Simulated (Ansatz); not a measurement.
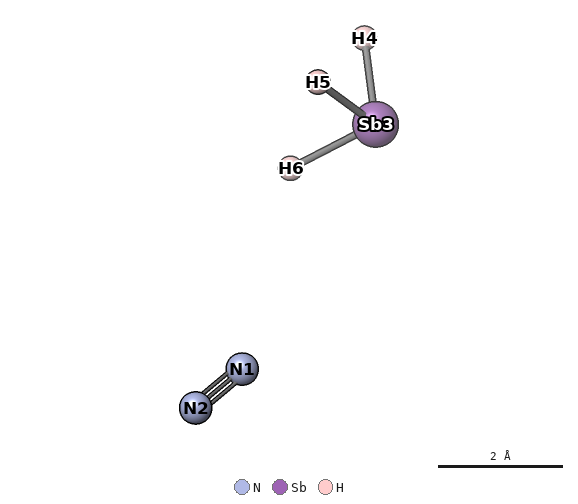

The picture comes from a calculation with Ansatz.

Orthographic view. Depth is shown by fading: the farther an atom, the more it takes the colour of the background. Geometry: a pair of rigid molecules at a changed separation.

List all interatomic distances (Å) as a matrix.

| atom | N1 | N2 | Sb3 | H4 | H5 | H6 |
| --- | --- | --- | --- | --- | --- | --- |
| N1 | 0.00 |  |  |  |  |  |
| N2 | 1.09 | 0.00 |  |  |  |  |
| Sb3 | 5.53 | 6.56 | 0.00 |  |  |  |
| H4 | 7.07 | 8.05 | 1.71 | 0.00 |  |  |
| H5 | 5.19 | 6.14 | 1.71 | 2.45 | 0.00 |  |
| H6 | 5.13 | 6.03 | 1.71 | 2.45 | 2.45 | 0.00 |
